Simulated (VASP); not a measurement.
# A VASP study of Sr2MoO4 (AM05): structure first, properties next

Aim: relax Sr2MoO4, then compute properties on the relaxed cell. The steps: relaxing cell and atoms (AM05), second relaxation, density, ELF and potential (AM05), band structure (AM05), density of states (AM05), vibrations at Γ (AM05) and field gradients at the nuclei (AM05). The start is a computed cell from the Materials Project.

Method: AM05, no spin polarisation; plane waves and PAW (Sr_sv, Mo_sv, O), in VASP 6.6.1.

## Step 1: The structure

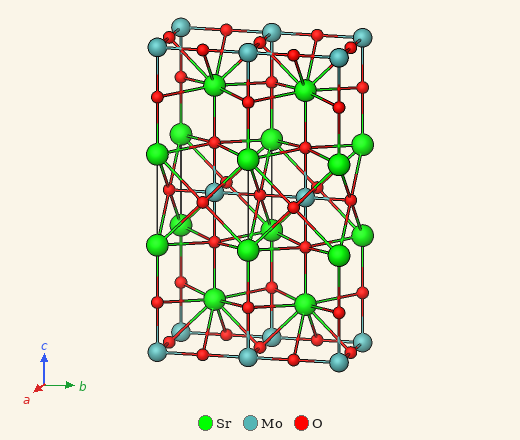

The cell as given, slightly off an axis (strontium green, molybdenum teal, oxygen red). 1×2×1 cells are drawn. This picture shows the conventional cell, with its axes. Some periodic images of atoms are drawn too.

Coordinates:

```xyz
7
Lattice="0.0000 -3.8936 0.0000 -3.8936 0.0000 0.0000 1.9468 -1.9468 -6.4837" Properties=species:S:1:pos:R:3 pbc="T T T"
Sr   -1.9468   -1.9468   -1.9314
Sr    0.0000   -3.8936   -4.5523
Mo    0.0000    0.0000    0.0000
O     0.0000   -1.9468    0.0000
O    -1.9468    0.0000    0.0000
O     0.0000   -3.8936   -2.1160
O    -1.9468   -1.9468   -4.3677
```

## Step 2: Relaxing cell and atoms (AM05)

Properties are meant for the cell that this level of theory prefers, so cell and atoms are relaxed first (ISIF = 3) until forces and stress are small; EDIFFG sets the threshold. AM05 is built from the electron gas and the surface model, and does well on lattice constants.

INCAR reads:

```
SYSTEM = Sr2MoO4
PREC = Accurate
ENCUT = 520
EDIFF = 1E-06
NELM = 100
ISMEAR = 0
SIGMA = 0.05
LREAL = .FALSE.
ALGO = Normal
GGA = AM
NBANDS = 36
LASPH = .TRUE.
LORBIT = 11
LWAVE = .FALSE.
LCHARG = .FALSE.
KPAR = 4
IBRION = 2
NSW = 60
ISIF = 3
EDIFFG = -0.01
```

POSCAR reads:

```
Sr2MoO4
1.0
    0.0000000000     -3.8935614830      0.0000000000
   -3.8935614830      0.0000000000      0.0000000000
    1.9467807415     -1.9467807415     -6.4837030641
Sr Mo O
2 1 4
Direct
    0.3510579900      0.6489420100      0.2978840200
    0.6489420100      0.3510579900      0.7021159800
    0.0000000000      0.0000000000      0.0000000000
    0.5000000000      0.0000000000      0.0000000000
    0.0000000000      0.5000000000      0.0000000000
    0.8368215200      0.1631784800      0.3263569600
    0.1631784800      0.8368215200      0.6736430400
```

KPOINTS reads:

```
Automatic mesh
0
Gamma
6 6 6
0 0 0
```

PAW data sets: Sr_sv, Mo_sv and O (PBE family, release 64).

Started as:

```sh
$ mpirun -np 4 vasp_std
```

Output:

```text
[banner, memory and clock lines left out]
running    4 mpi-ranks, on    1 nodes
 distrk:  each k-point on    1 cores,    4 groups
 distr:  one band on    1 cores,    1 groups

 POSCAR found type information on POSCAR SrMoO
 POSCAR found :  3 types and       7 ions
|                                                                             |
|               ----> ADVICE to this user running VASP <----                  |
|                                                                             |
|     You enforced a specific xc type in the INCAR file but a different       |
|     [... a line on the potential file left out ...]
|     I HOPE YOU KNOW WHAT YOU ARE DOING!                                     |
|                                                                             |

 LDA part: xc-table for (Slater+PW92), standard interpolation
 POSCAR, INCAR and KPOINTS ok, starting setup
 FFT: planning ... GRIDC
 FFT: planning ... GRID_SOFT
 FFT: planning ... GRID
 WAVECAR not read
 entering main loop
       N       E                     dE             d eps       ncg     rms          rms(c)
DAV:   1     0.441717287266E+03    0.44172E+03   -0.31973E+04  2160   0.159E+03
DAV:   2    -0.332442306348E+02   -0.47496E+03   -0.46692E+03  2684   0.396E+02
DAV:   3    -0.602168238815E+02   -0.26973E+02   -0.26827E+02  3060   0.904E+01
DAV:   4    -0.607862281365E+02   -0.56940E+00   -0.56631E+00  3200   0.106E+01
DAV:   5    -0.607924215558E+02   -0.61934E-02   -0.61783E-02  2868   0.105E+00    0.474E+01
DAV:   6    -0.531226209031E+02    0.76698E+01   -0.53517E+01  2440   0.368E+01    0.238E+01
DAV:   7    -0.528422338449E+02    0.28039E+00   -0.66477E+00  2432   0.142E+01    0.156E+01
DAV:   8    -0.527827167835E+02    0.59517E-01   -0.90048E-01  2596   0.620E+00    0.310E+00
DAV:   9    -0.527658224980E+02    0.16894E-01   -0.15208E-01  2960   0.207E+00    0.413E-01
DAV:  10    -0.527673406866E+02   -0.15182E-02   -0.81678E-03  2968   0.512E-01    0.268E-01
DAV:  11    -0.527688224947E+02   -0.14818E-02   -0.23307E-03  2464   0.278E-01    0.135E-01
DAV:  12    -0.527689974160E+02   -0.17492E-03   -0.45464E-04  2808   0.122E-01    0.377E-02
DAV:  13    -0.527690257512E+02   -0.28335E-04   -0.34838E-05  2908   0.331E-02    0.206E-02
DAV:  14    -0.527690500368E+02   -0.24286E-04   -0.36457E-05  2504   0.314E-02    0.122E-02
DAV:  15    -0.527690516201E+02   -0.15832E-05   -0.70718E-06  2380   0.139E-02    0.421E-03
DAV:  16    -0.527690513245E+02    0.29558E-06   -0.10295E-06  1844   0.528E-03
   1 F= -.52769051E+02 E0= -.52766932E+02  d E =-.527691E+02
 curvature:   0.00 expect dE= 0.000E+00 dE for cont linesearch  0.000E+00
 trial: gam= 0.00000 g(F)=  0.233E-02 g(S)=  0.333E-01 ort = 0.000E+00 (trialstep = 0.100E+01)
 search vector abs. value=  0.357E-01
 bond charge predicted
       N       E                     dE             d eps       ncg     rms          rms(c)
DAV:   1    -0.530530580331E+02   -0.28401E+00   -0.83944E+00  2404   0.201E+01    0.630E+00
DAV:   2    -0.528070812874E+02    0.24598E+00   -0.78312E-01  2456   0.540E+00    0.162E+00
DAV:   3    -0.527716947660E+02    0.35387E-01   -0.10723E-01  2864   0.211E+00    0.725E-01
DAV:   4    -0.527694448868E+02    0.22499E-02   -0.95789E-03  3160   0.525E-01    0.585E-01
DAV:   5    -0.527697918033E+02   -0.34692E-03   -0.53289E-03  3528   0.307E-01    0.406E-01
DAV:   6    -0.527703940509E+02   -0.60225E-03   -0.12874E-03  3544   0.152E-01    0.584E-02
DAV:   7    -0.527703596794E+02    0.34372E-04   -0.22511E-04  2588   0.845E-02    0.272E-02
DAV:   8    -0.527703671472E+02   -0.74678E-05   -0.30175E-05  3264   0.259E-02    0.136E-02
DAV:   9    -0.527703698941E+02   -0.27468E-05   -0.36156E-06  2020   0.125E-02    0.419E-03
DAV:  10    -0.527703693892E+02    0.50489E-06   -0.89832E-07  1380   0.562E-03
   2 F= -.52770369E+02 E0= -.52768471E+02  d E =-.131806E-02
[...]
3 F= -.52778436E+02 E0= -.52776437E+02  d E =-.938461E-02
[...]
4 F= -.52778754E+02 E0= -.52776736E+02  d E =-.318408E-03
[...]
5 F= -.52778757E+02 E0= -.52776737E+02  d E =-.321349E-03
 curvature:  -0.51 expect dE=-0.373E-04 dE for cont linesearch -0.155E-06
 trial: gam= 0.09214 g(F)=  0.690E-04 g(S)=  0.397E-05 ort = 0.141E-04 (trialstep = 0.924E+00)
 search vector abs. value=  0.811E-04
 bond charge predicted
       N       E                     dE             d eps       ncg     rms          rms(c)
DAV:   1    -0.527788389508E+02   -0.81522E-04   -0.14411E-02  2160   0.651E-01    0.678E-02
DAV:   2    -0.527788131181E+02    0.25833E-04   -0.33043E-04  2512   0.107E-01    0.274E-02
DAV:   3    -0.527788049749E+02    0.81431E-05   -0.26676E-05  2944   0.290E-02    0.137E-02
DAV:   4    -0.527788037912E+02    0.11837E-05   -0.48054E-06  2596   0.133E-02    0.871E-03
DAV:   5    -0.527788038410E+02   -0.49758E-07   -0.69183E-07  1392   0.536E-03
   6 F= -.52778804E+02 E0= -.52776776E+02  d E =-.465539E-04
 trial-energy change:   -0.000047  1 .order   -0.000048   -0.000069   -0.000027
 step:   1.5358(harm=  1.5358)  dis= 0.00168  next Energy=   -52.778814 (dE=-0.570E-04)
 reached required accuracy - stopping structural energy minimisation
```

Elapsed: 70 s, on 4 MPI ranks of Intel Xeon 6975P-C (Granite Rapids), shared host; peak memory 1.1 GiB.

Lines that name or quote the potential files are left out of all logs, and their timing lines are given in words.

OUTCAR, selected parts (step 2):

```text
ion  position               nearest neighbor table
   1  0.351  0.649  0.298-   7 2.44   4 2.74   5 2.74   5 2.74   4 2.74   6 2.76   6 2.76   6 2.76
                             6 2.76   3 3.36   3 3.36   3 3.36   3 3.36   2 3.80   2 3.80   2 3.80
   2  0.649  0.351  0.702-   6 2.44   4 2.74   5 2.74   4 2.74   5 2.74   7 2.76   7 2.76   7 2.76
                             7 2.76   3 3.36   3 3.36   3 3.36   3 3.36   1 3.80   1 3.80   1 3.80
   3  0.000  0.000  0.000-   4 1.95   5 1.95   5 1.95   4 1.95   6 2.12   7 2.12   2 3.36   1 3.36
                             1 3.36   2 3.36   2 3.36   1 3.36   1 3.36   2 3.36
   4  0.500  0.000  0.000-   3 1.95   3 1.95   2 2.74   1 2.74   2 2.74   1 2.74
   5  0.000  0.500  0.000-   3 1.95   3 1.95   2 2.74   2 2.74   1 2.74   1 2.74
   6  0.837  0.163  0.326-   3 2.12   2 2.44   1 2.76   1 2.76   1 2.76   1 2.76
   7  0.163  0.837  0.674-   3 2.12   1 2.44   2 2.76   2 2.76   2 2.76   2 2.76

  LATTYP: Found a body centered tetragonal cell.
 ALAT       =     3.8935614830
 C/A-ratio  =     3.3304742162

 Subroutine GETGRP returns: Found 16 space group operations
 (whereof 16 operations were pure point group operations)

The static configuration has the point symmetry D_4h.

 Found     30 irreducible k-points:

   k-points           NKPTS =     30   k-points in BZ     NKDIM =     30   number of bands    NBANDS=     36

   dimension x,y,z NGX =    30 NGY =   30 NGZ =   54
   dimension x,y,z NGXF=    60 NGYF=   60 NGZF=  108

   ENCUT  =  520.0 eV  38.22 Ry    6.18 a.u.   7.24  7.24 13.10*2*pi/ulx,y,z

   NELECT =      58.0000    total number of electrons

 k-points in reciprocal lattice and weights: Automatic mesh
   0.00000000  0.00000000  0.00000000       0.005
   0.16666667  0.00000000 -0.00000000       0.037
   0.33333333  0.00000000  0.00000000       0.037
   0.50000000  0.00000000 -0.00000000       0.019
   0.16666667  0.16666667  0.00000000       0.019
   0.33333333  0.16666667  0.00000000       0.074
   0.50000000  0.16666667 -0.00000000       0.074
  -0.33333333  0.16666667  0.00000000       0.074
  -0.16666667  0.16666667  0.00000000       0.037
[...]
-0.16666667  0.16666667  0.33333333       0.019
   0.00000000  0.00000000  0.50000000       0.005

 average (electrostatic) potential at core
       1 -34.6475       2 -34.6475       3 -76.6794       4 -70.8156       5 -70.8156
       6 -69.1445       7 -69.1445

 E-fermi :   6.1275

 k-point     1 :       0.0000    0.0000    0.0000
  band No.  band energies     occupation
    ...
     27       3.0298      2.00000
     28       3.0298      2.00000
     29       4.2600      2.00000
     30       5.4247      2.00000
     31       5.4247      2.00000
     32       7.7945      0.00000
     33       8.4232      0.00000
     34       8.4687      0.00000
     35       9.1935      0.00000
     36       9.2958      0.00000

 k-point     2 :       0.1667    0.0000   -0.0000
  band No.  band energies     occupation
    ...
     27       2.8621      2.00000
     28       2.9653      2.00000
     29       5.0945      2.00000
     30       5.5232      2.00000
     31       5.7599      2.00000
     32       8.4174      0.00000
     33       8.7863      0.00000
     34       9.0364      0.00000
     35       9.7754      0.00000
     36       9.8327      0.00000

 k-point     3 :       0.3333    0.0000    0.0000
  band No.  band energies     occupation
    ...
     25       1.9886      2.00000
     26       2.5798      2.00000
     27       2.5895      2.00000
     28       2.8336      2.00000
     29       5.7226      2.00000
     30       6.4683      0.00000
     31       6.7728      0.00000
     32       9.0164      0.00000
     33       9.5776      0.00000
     34       9.9438      0.00000
    ...

  Total       -0.0075254     -0.0075254     -0.0130658      0.0000000      0.0000000      0.0000000
  in kB       -0.1242976     -0.1242976     -0.2158068      0.0000000      0.0000000      0.0000000
  external PRESSURE =      -0.1548007 kB  Pullay stress =       0.0000000 kB

  energy-cutoff  :      520.00
  volume of cell :       97.00
      direct lattice vectors                 reciprocal lattice vectors
     0.000000000 -3.883129404 -0.000000000    -0.000000000 -0.257524253  0.077723766
    -3.883129404  0.000000000 -0.000000000    -0.257524253  0.000000000 -0.077723766
     1.941564702 -1.941564702 -6.433038738     0.000000000  0.000000000 -0.155447533

 POSITION                                       TOTAL-FORCE (eV/Angst)
 -----------------------------------------------------------------------------------
     -1.94156     -1.94156     -1.91604        -0.000000      0.000000      0.006703
      0.00000     -3.88313     -4.51700         0.000000     -0.000000     -0.006703
     -1.94156     -1.94156     -6.43304        -0.000000      0.000000      0.000000
     -1.94156     -3.88313     -6.43304         0.000000      0.000000      0.000000
      0.00000     -1.94156     -6.43304        -0.000000     -0.000000      0.000000
      0.00000     -3.88313     -2.09668        -0.000000      0.000000     -0.007778
     -1.94156     -1.94156     -4.33636         0.000000     -0.000000      0.007778
 -----------------------------------------------------------------------------------
    total drift:                               -0.000000     -0.000000     -0.000000

  FREE ENERGIE OF THE ION-ELECTRON SYSTEM (eV)
  ---------------------------------------------------
  free  energy   TOTEN  =       -52.7788038410 eV

  energy  without entropy=      -52.7747490166  energy(sigma->0) =      -52.77677643

 reached required accuracy - stopping structural energy minimisation

 total charge
# of ion       s       p       d       tot
------------------------------------------
    1        2.002   5.759   0.239   8.000
    2        2.002   5.759   0.239   8.000
    3        2.330   6.302   3.866  12.497
    4        1.561   3.498   0.000   5.059
    5        1.561   3.498   0.000   5.059
    6        1.550   3.416   0.000   4.966
    7        1.550   3.416   0.000   4.966
--------------------------------------------------
tot         12.557  31.646   4.343  48.547

[... 3 further parts left out ...]
```

This run has no spin polarisation, although Mo can carry a moment. The PAW data sets were made with PBE, which is usual practice but a small mismatch for other functionals. The run keeps the 16 symmetry operations of its start, so it cannot find a distortion of lower symmetry.

Step by step:

```tsv
step	energy less that of the first step (eV)	largest force (eV/Å)	pressure (GPa)	volume (Å³)
1	0.0000	0.1546	-2.01	98.29
2	-0.0013	0.1621	2.07	95.80
3	-0.0094	0.0036	0.07	96.99
4	-0.0097	0.0211	-0.03	97.02
5	-0.0097	0.0226	-0.02	97.02
6	-0.0098	0.0078	-0.02	97.00
```

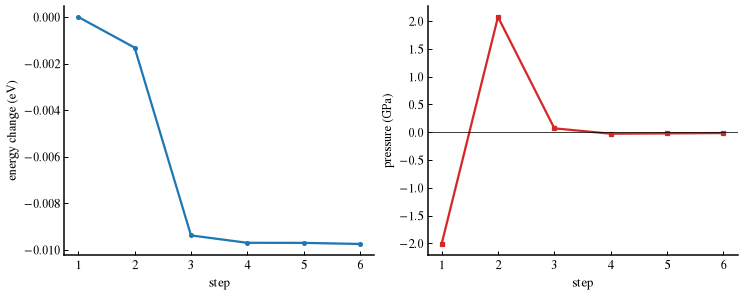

Energy and pressure along the relaxation.

```tsv
conventional cell, symmetrised	before	after	change
a (Å)	3.894	3.883	-0.3 %
b (Å)	3.894	3.883	-0.3 %
c (Å)	12.967	12.866	-0.8 %
volume (Å³/atom)	14.04	13.86	-1.3 %
```

The relaxed structure:

```
Sr Mo O
1.0
     0.00000   -3.88313    0.00000
    -3.88313    0.00000    0.00000
     1.94156   -1.94156   -6.43304
Sr Mo O
2 1 4
Direct
  0.35108 0.64892 0.29784
  0.64892 0.35108 0.70216
  0.00000 0.00000 0.00000
  0.50000 0.00000 0.00000
  0.00000 0.50000 0.00000
  0.83704 0.16296 0.32592
  0.16296 0.83704 0.67408
```

This step gave:

* electrons: 58
* bands: 36
* irreducible k-points: 30
* symmetry operations: 16
* free energy (TOTEN): -52.7788 eV
* energy at zero smearing: -52.7768 eV
* Fermi energy: 6.128 eV
* pressure: -0.01548 GPa
* metallic: yes
* SCF cycles over all ionic steps: 48

It ends with a largest force of 0.008 eV/Å and a pressure of -0.02 GPa.

(Part 1 of 6 ends here.)

[Lines on the potential files, build, host, timing and source positions are cut from VASP's logs without a mark.]

[Logs are printed without paths, hosts, clocks, repeated set-up lines and the standing remarks that a program may print on its own settings, such as how far it seeks lower states.]

[Hosts, paths, dates, database ids (printed as entryN), source tags and the programs' standing remarks are cut or masked in the printed files.]

[A measured line is paired with the nearest computed mode of its activity, which favours agreement.]
